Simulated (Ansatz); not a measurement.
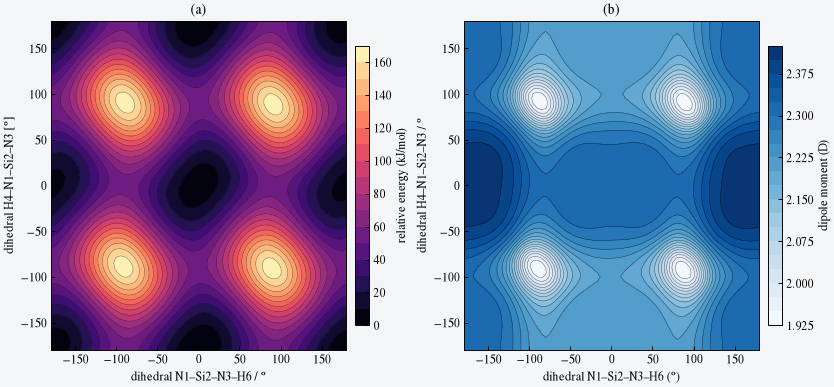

H4N2Si, SMILES N[Si]N. 
- Coordinates scanned: (1) dihedral N1–Si2–N3–H6; (2) dihedral H4–N1–Si2–N3.
- Nothing is relaxed (all other coordinates rigid).
- The grid has 18 × 18 points; 135 points were computed and 189 follow by symmetry.
- Points are written as (first, second).
- All energies are given in kJ/mol relative to the lowest grid point.
- All numbers below come from RKS PBE-D4/def2-TZVP (Ansatz).

Panel (a) is the energy; panel (b) is the computed dipole moment, in D.

The picture shows filled contours. Between grid points the surface is interpolated.

**How does the dipole moment vary over the map, and what is it at the lowest grid point?**

Leaving out the highest fifth of the energies, it runs from 2.16 D at (60°, −120°) to 2.41 D at (−160°, 20°). At the lowest grid point, (0°, −180°), it is 2.20 D.

```csv
"dihedral H4–N1–Si2–N3 ↓, dihedral N1–Si2–N3–H6 →",−160,−120,−80,−40,0,40,80,120,160
140,2.32,2.26,2.17,2.22,2.22,2.22,2.17,2.27,2.32
100,2.29,2.15,1.96,2.17,2.20,2.17,1.96,2.16,2.29
60,2.38,2.30,2.15,2.26,2.27,2.27,2.16,2.26,2.37
20,2.41,2.38,2.29,2.32,2.31,2.32,2.29,2.37,2.41
−20,2.41,2.37,2.29,2.32,2.31,2.32,2.29,2.38,2.41
−60,2.37,2.26,2.16,2.27,2.27,2.26,2.15,2.30,2.38
−100,2.29,2.16,1.96,2.17,2.20,2.17,1.96,2.15,2.29
−140,2.32,2.27,2.17,2.22,2.22,2.22,2.17,2.26,2.32
−180,2.31,2.27,2.20,2.22,2.20,2.22,2.20,2.27,2.31
```

The table holds every second grid line.
